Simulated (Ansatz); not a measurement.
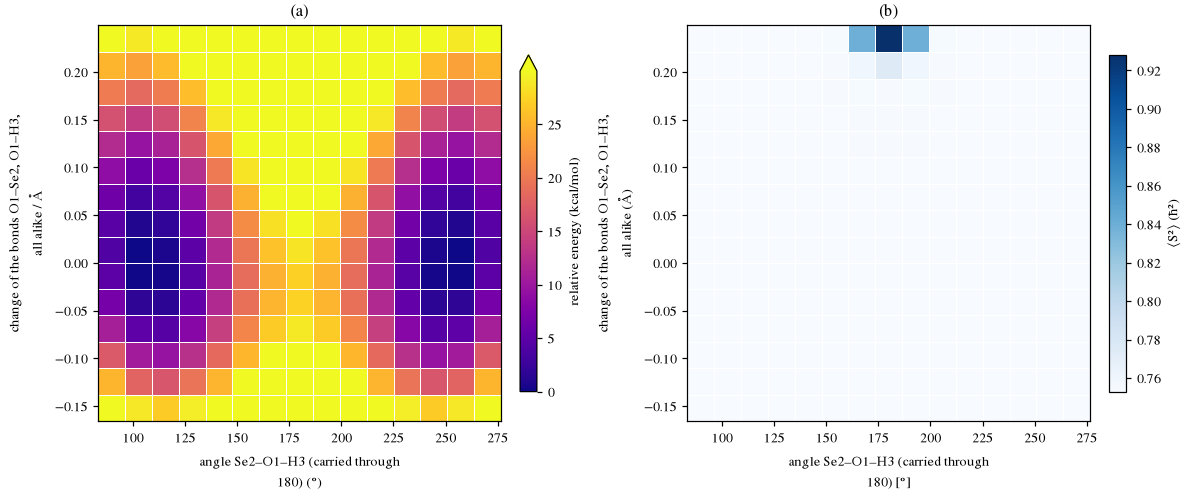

HOSe, SMILES O[Se], spin multiplicity 2. First axis: angle Se2–O1–H3 (carried through 180). Second axis: change of the bonds O1–Se2, O1–H3, all alike. Nothing is relaxed (all other coordinates rigid). The scan uses a 15 × 15 grid; 120 points were computed and 105 follow by symmetry. Points are written as (first, second). Energies: kcal/mol, counted from the lowest grid point. Theory: Ansatz, UKS B3LYP-D4/def2-TZVP.

Panel (a) is the energy and panel (b) the computed ⟨S²⟩ on the same grid.

In the figure: one coloured cell a grid point, one colour for all values above the top of the scale.

> How does the ⟨S²⟩ vary over the map, and what is it at the lowest grid point?

Leaving out the highest fifth of the energies, it runs from 0.75 ħ² at (89.8°, −0.124 Å) to 0.75 ħ² at (154.2°, 0.124 Å). At the lowest grid point, (102.7°, 0.014 Å), it is 0.75 ħ².
